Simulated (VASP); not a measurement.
Band structure of TiH₂ (space group I4/mmm). Computed with PBEsol GGA with spin-orbit coupling, VASP's PBE PAW potentials (set 64) (plane waves; VASP 6.6.1).

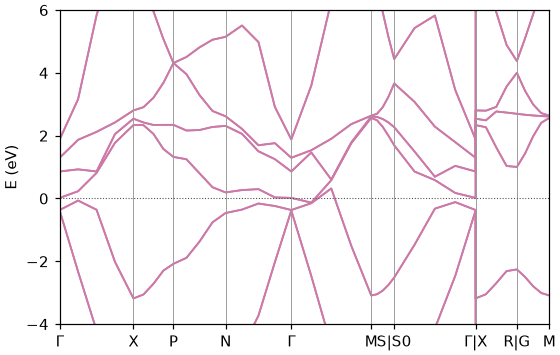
Bands along high-symmetry lines, zero at the valence-band maximum or, without a gap, the Fermi level

Task: Read the plot: is there a gap, and where are the band edges?

Result: It has no gap at this level: it comes out as a metal or semimetal.

The structure comes from a measured TiH2 entry (I4/mmm) of the Crystallography Open Database, whose conditions weren't checked. It was relaxed first.
